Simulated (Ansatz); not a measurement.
C3H10GeSi2

Input file:

```
crystal:
  periodic: [false, false, false]
  atoms:
    - symbol: C
      position_ang: [-2.876143, -0.540711, -0.237072]
    - symbol: C
      position_ang: [-1.597809, 0.221633, 0.018722]
    - symbol: C
      position_ang: [-0.828210, 0.001589, 1.117326]
    - symbol: Ge
      position_ang: [0.842858, 0.967087, 1.492964]
    - symbol: Si
      position_ang: [0.912969, 2.398482, -0.428350]
    - symbol: Si
      position_ang: [-1.097603, 1.528337, -1.282771]
    - symbol: H
      position_ang: [-2.828397, -1.085849, -1.204612]
    - symbol: H
      position_ang: [-3.743384, 0.149948, -0.317442]
    - symbol: H
      position_ang: [-3.091142, -1.275879, 0.565302]
    - symbol: H
      position_ang: [-1.160075, -0.766652, 1.845029]
    - symbol: H
      position_ang: [0.738880, 1.713097, 2.853608]
    - symbol: H
      position_ang: [2.029220, -0.032881, 1.599639]
    - symbol: H
      position_ang: [0.839215, 3.861485, -0.085681]
    - symbol: H
      position_ang: [2.102348, 2.148512, -1.315000]
    - symbol: H
      position_ang: [-2.196268, 2.554559, -1.416472]
    - symbol: H
      position_ang: [-0.950067, 0.867727, -2.631775]
basis:
  gaussian:
    orbitals: def2-SVPD
hamiltonian:
  xc: pbe0
output:
  forces: true
  orbitals: {seedname: orbitals}
```

Command:

```sh
ansatz run input.yaml --threads 4 --pin off --max-ram 7830MiB --events-out events.jsonl --progress --plain --runs-dir runs
```

Geometry: PBE-D3(BJ)/def2-SVP.

Theory: isolated molecule in a Gaussian basis; Kohn-Sham density functional theory, functional PBE0 in Ansatz 0.2.0.

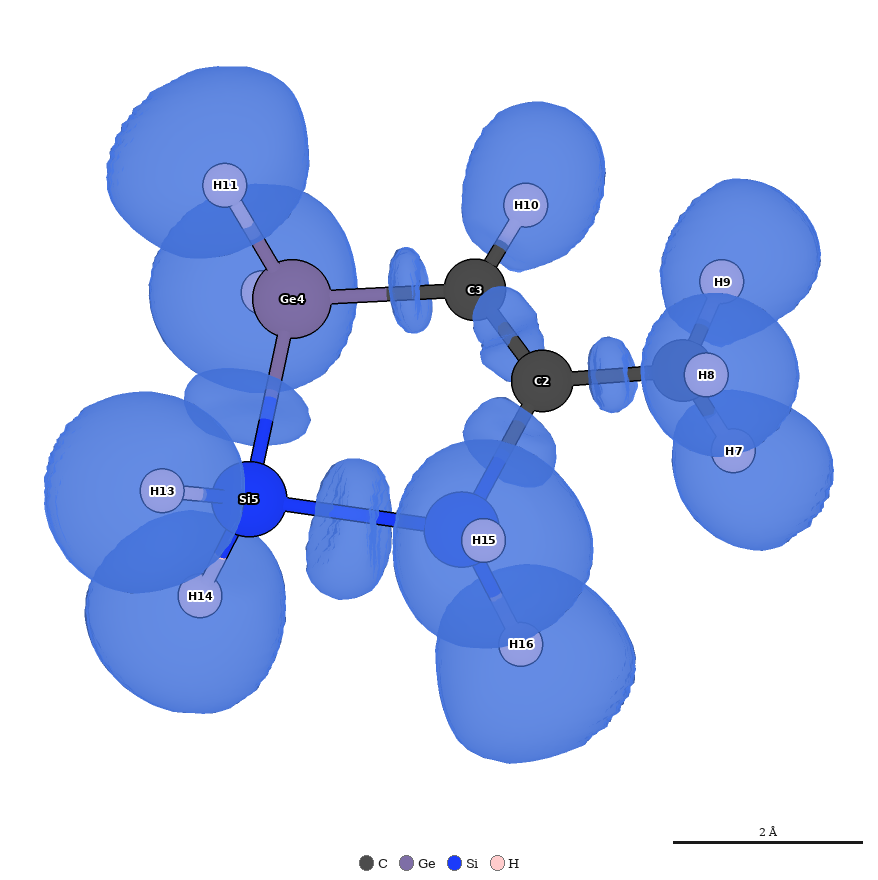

Figure 1. Isosurface of the electron localisation function at 0.85 (blue), seen at a tilt. Only the valence region is drawn (cores and ρ < 0.01 e/Å³ removed).

Where are the electrons localised?

The ELF exceeds this value in two regions between bonded C–C atoms (shared pairs), one region between bonded C–Si atoms (shared pairs), one region between bonded Ge–Si atoms (shared pairs), one region between bonded Si–Si atoms (shared pairs), ten regions around hydrogen nuclei and one lobe of the valence shell of C pointing towards Ge (polar bonds). Profiles from the grid: C–C (1.36 Å): the ELF peaks at about 0.90 between the atoms, as expected for a covalent bond. C–Si (1.91 Å): the ELF peaks at about 0.95 between the atoms: localised, covalent bonding.

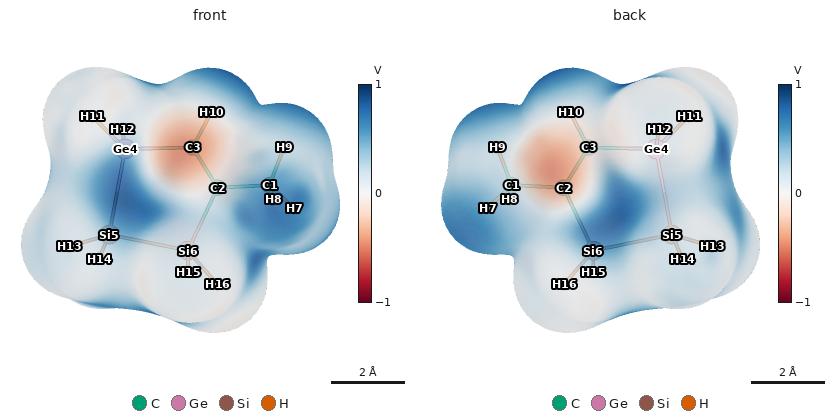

Figure 2. The electrostatic potential painted on the density surface at 0.002 e/bohr³, seen from the front and from behind; the colour scale runs from red (negative) to blue (positive).

Which sites attract a positive test charge, and which a negative one?

A positive charge is drawn to the negative regions and a negative charge to the positive ones. The most negative region (about −0.5 V) lies over the π face of C2 and C3, the most positive (about +0.8 V) over the Ge, H and Si atoms.

How polar is the molecule by this calculation?

Its dipole moment is 0.84 D.

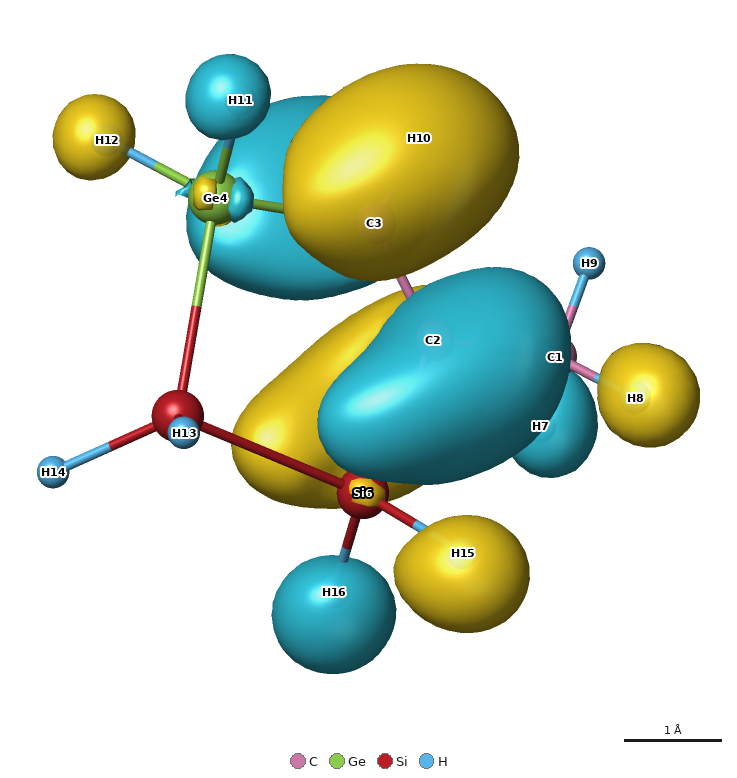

Figure 3. The LUMO at ±0.08 Å⁻³ᐟ² (yellow and cyan are the two phases), seen at a tilt.

Where does this orbital lie, and at what energy?

By Hirshfeld shares it lies mainly on C3 (about 30 %), C2 (about 25 %), Si6 (about 10 %) and Ge4 (about 10 %). Its energy is −0.64 eV.

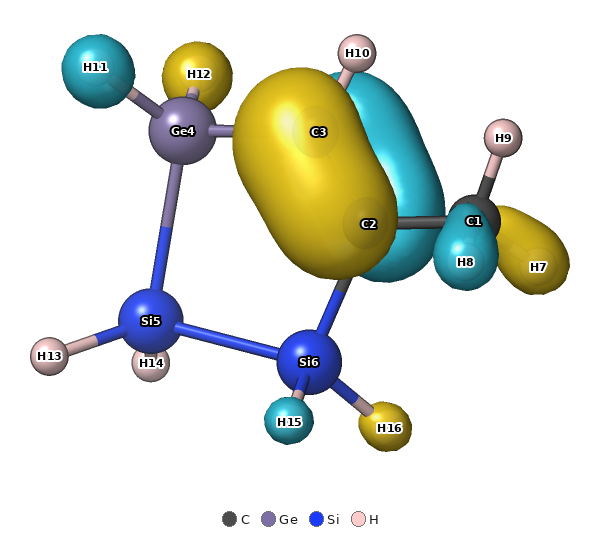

Figure 4. The HOMO−1 at ±0.15 Å⁻³ᐟ² (yellow and cyan are the two phases), seen at a tilt.

What is the character of this orbital?

By Hirshfeld shares it lies mainly on C3 (about 35 %), C2 (about 30 %) and Ge4 (about 5 %); π-bonding across C3–C2. Its energy is −7.52 eV.
